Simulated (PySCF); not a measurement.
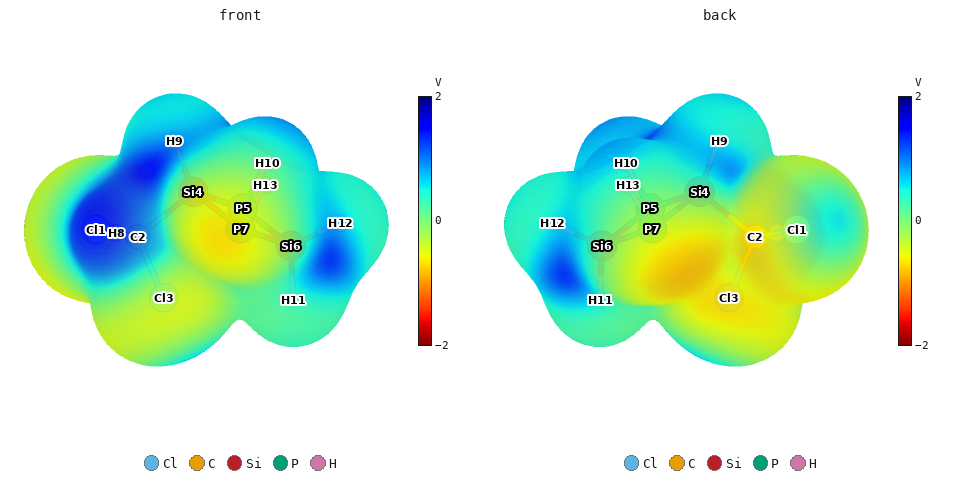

The picture shows: CH6Cl2P2Si2 (SMILES ClC(Cl)[SiH]1P[SiH2]P1). The electrostatic potential painted on the density surface at 0.002 e/bohr³, seen from the front and from behind; the colour scale runs from red (negative) to blue (positive).

Geometry: GFN2-xTB.

The calculation used PBE0/def2-SVPD, SCF density, gas phase (PySCF 2.14.0).

```yaml
atoms:
  - { symbol: Cl, position_ang: [3.4434, 0.3590, -0.0085] }
  - { symbol: C, position_ang: [1.9034, 0.6203, 0.8161] }
  - { symbol: Cl, position_ang: [1.1885, 2.1596, 0.3073] }
  - { symbol: Si, position_ang: [0.6477, -0.7363, 0.2960] }
  - { symbol: P, position_ang: [-1.2584, -0.1955, 1.3925] }
  - { symbol: Si, position_ang: [-1.9067, 0.4584, -0.6905] }
  - { symbol: P, position_ang: [0.0180, -0.0974, -1.7755] }
  - { symbol: H, position_ang: [2.1088, 0.6940, 1.8811] }
  - { symbol: H, position_ang: [1.2413, -2.0549, 0.5235] }
  - { symbol: H, position_ang: [-1.7952, -1.4664, 1.2983] }
  - { symbol: H, position_ang: [-2.1146, 1.9033, -0.7164] }
  - { symbol: H, position_ang: [-3.0693, -0.2861, -1.1769] }
  - { symbol: H, position_ang: [-0.4114, -1.3575, -2.1648] }
```

### Where is the surface potential most negative and most positive?

The most negative region (about −0.8 V) lies over P7, the most positive (about +1.5 V) over Si4 and H8. Cl1 shows a σ-hole: about +0.6 V at the tip opposite its bond, against about −0.4 V on its flanks. Cl3 shows a σ-hole: about +0.6 V at the tip opposite its bond, against about −0.4 V on its flanks.

### How polar is the molecule by this calculation?

Its dipole moment is 2.15 D.
